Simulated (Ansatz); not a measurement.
**One shape, several levels: AlF2 (SMILES [F][Al][F])**

We compute a comparison of 6 runs (U-r2SCAN/STO-3G, UB3LYP/STO-3G, UPBE0/STO-3G, RPA@PBE/STO-3G, UCCSDT(Q)/STO-3G, UCCSDT/STO-3G) of AlF2. 

Program for the calculation: Ansatz 0.2.0.

37 further runs of the same task are left out: 1 that didn't finish, 36 set aside as unsound or not needed.

## (1) The molecule

The species is AlF2 (3 atoms), meant as a doublet with charge 0. SMILES: `[F][Al][F]`. The Al2–F1 distance was set to 2.058 Å, away from the relaxed value.

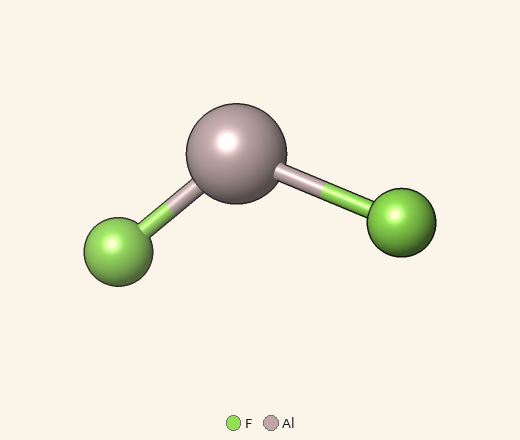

Viewed from a chosen angle; fluorine green, aluminium light grey.

## (2) A single-point energy at U-r2SCAN/STO-3G (run 1)

Contents of molecule.yaml:

```yaml
crystal:
  periodic: [false, false, false]
  atoms:
    - symbol: F
      position_ang: [0.569076, -1.770365, 0.109199]
    - symbol: Al
      position_ang: [0.388700, 0.275400, 0.245200]
    - symbol: F
      position_ang: [-0.932500, 1.021000, -0.394800]
basis:
  gaussian:
    orbitals: STO-3G
magnetization:
  spin_polarized: true
  initial_magnetization: 1
hamiltonian:
  xc: r2scan
accuracy: high
```

Launch:

```bash
$ ansatz run molecule.yaml --threads 1 --pin off --max-ram 2610MiB --events-out events.jsonl --progress --plain --runs-dir runs
```

Output:

```text
Warning: RAYON_NUM_THREADS=1 ignored (pool sized by the plan → 1); use --threads N
Functional definition: r2SCAN
  name "r2SCAN"
  parameter k0 = 0.174
  parameter k1 = 0.065
  parameter a1 = 4.9479
  exchange = r2scan_x(k0 = k0, k1 = k1, a1 = a1)
  correlation = r2scan_c
321 factors; integrals over basis functions are off by at most 4.3e-8 eV
mean field evaluation 1: about -11864.7338 eV, gradient 1.9e1 eV
mean field evaluation 2: about -11732.4666 eV, gradient 1.3e2 eV
mean field evaluation 4: about -11867.2669 eV, gradient 1.4e1 eV
mean field evaluation 8: about -11868.7520 eV, gradient 2.2e-1 eV
mean field evaluation 16: about -11868.7532 eV, gradient 9.0e-6 eV
mean field -11868.75318707 eV, -436.1686346948 hartree, gradient 6.4e-8 eV, S^2 0.759030; 0 other end points of the search recorded, 0 dependent functions left out
reference -11868.75318758 eV, -436.1686347137 hartree; 16, 15 occupied and 3, 4 virtual orbitals, 321 factors
Total energy: -11868.75318758 eV, -436.1686347137 hartree
```

It took 3.9 s on 1 thread of Arm Neoverse V1, shared host; peak memory 0.21 GiB.

## (3) A single-point energy at UB3LYP/STO-3G (run 2)

Contents of input.yaml:

```yaml
crystal:
  periodic: [false, false, false]
  atoms:
    - {symbol: F, position_ang: [0.569076, -1.770365, 0.109199]}
    - {symbol: Al, position_ang: [0.388700, 0.275400, 0.245200]}
    - {symbol: F, position_ang: [-0.932500, 1.021000, -0.394800]}
basis:
  gaussian: {orbitals: STO-3G}
magnetization: {spin_polarized: true, initial_magnetization: 1}
hamiltonian: {xc: {name: B3LYP}}
accuracy: high
```

Launch:

```bash
$ ansatz run input.yaml --threads 1 --pin off --max-ram 2610MiB --events-out events.jsonl --progress --plain --runs-dir runs
```

Output:

```text
Warning: RAYON_NUM_THREADS=1 ignored (pool sized by the plan → 1); use --threads N
Functional definition: B3LYP
  name "B3LYP"
  parameter a0 = 0.2
  parameter ax = 0.72
  parameter ac = 0.81
  exchange = (1 - a0 - ax)*slater_x + ax*b88_x + a0*exact_x
  correlation = (1 - ac)*vwn_rpa_c + ac*lyp_c
321 factors; integrals over basis functions are off by at most 4.3e-8 eV
mean field evaluation 1: about -11865.8344 eV, gradient 2.0e1 eV
mean field evaluation 2: about -11759.4184 eV, gradient 1.3e2 eV
mean field evaluation 4: about -11869.5454 eV, gradient 1.0e1 eV
mean field evaluation 8: about -11870.4006 eV, gradient 2.2e-1 eV
mean field evaluation 16: about -11870.4022 eV, gradient 1.2e-4 eV
mean field -11870.40219204 eV, -436.2292345100 hartree, gradient 5.9e-8 eV, S^2 0.761400; 0 other end points of the search recorded, 0 dependent functions left out
reference -11870.40221261 eV, -436.2292352657 hartree; 16, 15 occupied and 3, 4 virtual orbitals, 321 factors
Total energy: -11870.40221261 eV, -436.2292352657 hartree
```

It took 1.7 s on 1 thread of Arm Neoverse V1, shared host; peak memory 0.12 GiB.

Runs 3 to 5 aren't shown in full; the table further down has their settings and results.

## (4) The energy at UCCSDT/STO-3G (run 6)

Contents of run.yaml:

```yaml
crystal:
  periodic: [false, false, false]
  atoms:
    - {symbol: F, position_ang: [0.569076, -1.770365, 0.109199]}
    - {symbol: Al, position_ang: [0.388700, 0.275400, 0.245200]}
    - {symbol: F, position_ang: [-0.932500, 1.021000, -0.394800]}
basis:
  gaussian: {orbitals: STO-3G}
accuracy: high
magnetization: {spin_polarized: true, initial_magnetization: 1}
correlation: {method: ccsdt, frozen_orbitals: {Al: 5, F: 1}}
scf: {omitted_lower_state_checks: [cluster_reference, increment]}
```

Launch:

```bash
$ ansatz run run.yaml --threads 1 --pin off --max-ram 2610MiB --events-out events.jsonl --progress --plain --runs-dir runs
```

Output, cut to the lines that bear on the results:

```text
Warning: RAYON_NUM_THREADS=1 ignored (pool sized by the plan → 1); use --threads N
Functional definition: HF
  name "HF"
[...]
321 factors; integrals over basis functions are off by at most 4.3e-8 eV
[...]
mean field -11838.27241095 eV, -435.0484868331 hartree, gradient 1.5e-8 eV, S^2 0.862560; 6 other end points of the search recorded, 0 dependent functions left out
7 core orbitals not correlated: weight in the atoms' cores, before any rotation towards them, 1.000 or more for the frozen orbitals, at most 0.000 for the correlated occupied ones
reference -11838.27241095 eV, -435.0484868331 hartree; 9, 8 occupied and 3, 4 virtual orbitals, 321 factors
second order -1.17361273 eV of doubles, -0.00000000 eV of singles
cycle   1  -1.32511270 eV  change   -1.5e-1 eV  update   1.0e-1
[...]
cycle  42  -1.99135722 eV  change  -3.7e-10 eV  update  7.5e-10
Total energy: -11840.26376817 eV, -435.1216678612 hartree
Checks for a lower state left out: cluster_reference, increment
```

Wall time 1.7 s (1 thread of Arm Neoverse V1, shared host).

## (5) The series

| run | level | frozen core orbitals | energy (Eh) | ⟨S²⟩ | wall time |
| --- | --- | --- | --- | --- | --- |
| 1 | U-r2SCAN/STO-3G | – | -436.168635 | 0.759 | 3.9 s |
| 2 | UB3LYP/STO-3G | – | -436.229235 | 0.761 | 1.7 s |
| 3 | UPBE0/STO-3G | – | -435.968234 | 0.766 | 1.6 s |
| 4 | RPA@PBE/STO-3G | 7 | -435.172011 | 0.754 | 3.9 s |
| 5 | UCCSDT(Q)/STO-3G | 7 | -435.122355 | 0.863 | 3.9 s |
| 6 | UCCSDT/STO-3G | 7 | -435.121668 | 0.863 | 1.7 s |

## (6) Results

| quantity | value |
| --- | --- |
| run 6: total energy | -435.12167 Eh |
| run 6: correlation energy (7 core orbitals frozen) | -73.2 mEh |
| run 6: ⟨S²⟩ of the reference determinant | 0.863 |
| run 6: T1 diagnostic | 0.032 |

What this shows: Totals of different functionals can't be ranked against each other. In runs 1, 2, 3, 4, 5, 6 the basis is minimal, so the values are rough. Spin contamination of the reference: run 5 ⟨S²⟩ = 0.86, run 6 ⟨S²⟩ = 0.86. All runs together took 17 s, the longest 3.9 s.
